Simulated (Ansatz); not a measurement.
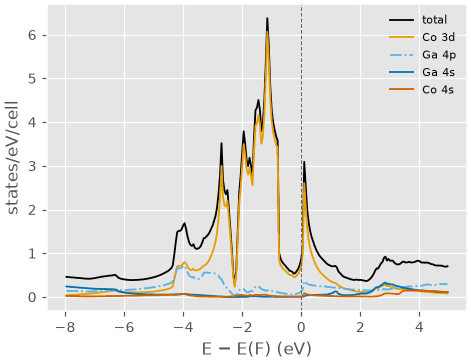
Fig. 1. Total and projected density of states of GaCo (CsCl type, Pm-3m), plane-wave PAW PBEsol (Ansatz code)

### Question
Which orbitals carry the states next to the Fermi level?

### Answer
Within 0.5 eV of the Fermi level: Co 3d 79 %, Ga 4p 15 %. Projections are on Löwdin-orthogonalised atomic valence shells; empty p or d shells of many metals are not among them.

### Question
Where is the tallest occupied peak in this window, and what makes it?

### Answer
Near -1.1 eV, about 6.4 states/eV per cell; the largest projected share is Co 3d.

The cell was relaxed with PBEsol under the symmetry of its start; of distortions, only those at the zone centre were tested. The workflow began spin-polarised and lost its moments. Scalar-relativistic: spin–orbit coupling is off unless named, which matters more the heavier the elements.

Potentials: the later of the program's two PAW sets.
